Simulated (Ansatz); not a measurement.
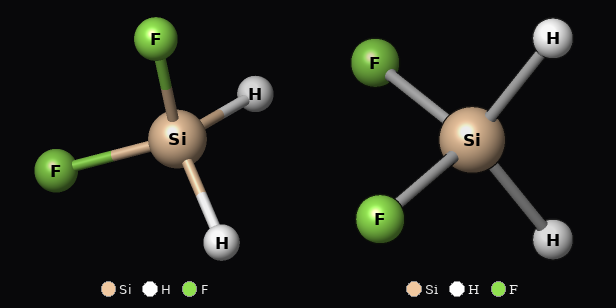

The same structure drawn twice, from different directions.

The computed structure is the end point of a PBE0-D4/def2-TZVP optimisation.

What does the picture show?

The molecule is F₂H₂Si. The point group is C2v. Coordination: 1 Si tetrahedral.

More results for the same structure follow; atom numbers are the same in all pictures, views and colours differ.

### Thermal motion

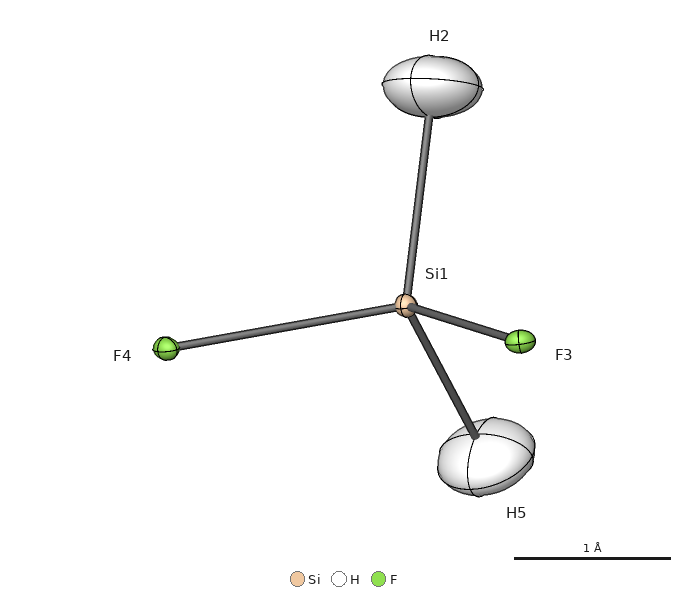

Displacement ellipsoids at the 50 % level, enlarged 1.5 times, from the internal vibrations of the free molecule (harmonic, no overall translation or rotation; no half-axis is drawn under 0.075 Å). Vibrations computed with RKS PBE0-D4/def2-TZVP (Ansatz 0.2.0). Temperature: 298 K.

Give the displacement parameters, one line for each set of equivalent atoms.

```json
{"atom": "Si1", "U_eq (Å²)": "0.00046", "rms amplitudes (Å)": "0.014, 0.018, 0.030"}
{"atom": "H2, H5", "U_eq (Å²)": "0.0152", "rms amplitudes (Å)": "0.085, 0.134, 0.142"}
{"atom": "F3, F4", "U_eq (Å²)": "0.00080", "rms amplitudes (Å)": "0.010, 0.022, 0.042"}
```

### Vibrations

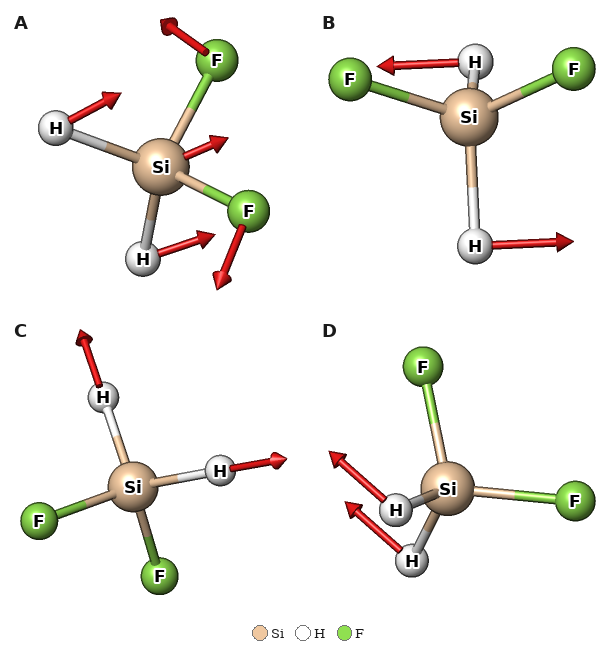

4 normal modes of one molecule or complex, as arrows. Harmonic vibrations computed with RKS PBE0-D4/def2-TZVP (Ansatz 0.2.0) at a stationary point of the same level.

**Match the panels to the wavenumbers 317 cm⁻¹, 730 cm⁻¹, 901 cm⁻¹, 2285 cm⁻¹.**

A: 317 cm⁻¹, F–Si–F bending
B: 730 cm⁻¹, F–Si–H bending
C: 2285 cm⁻¹, in-phase stretching of 2 Si–H bonds
D: 901 cm⁻¹

### Electronic properties

Level of theory: RKS PBE0-D4/def2-TZVPP (Ansatz 0.2.0).

What does the calculation give?

- HOMO energy (Kohn–Sham orbital): −9.88 eV
- LUMO energy (Kohn–Sham orbital): 0.31 eV
- HOMO–LUMO gap: 10.19 eV
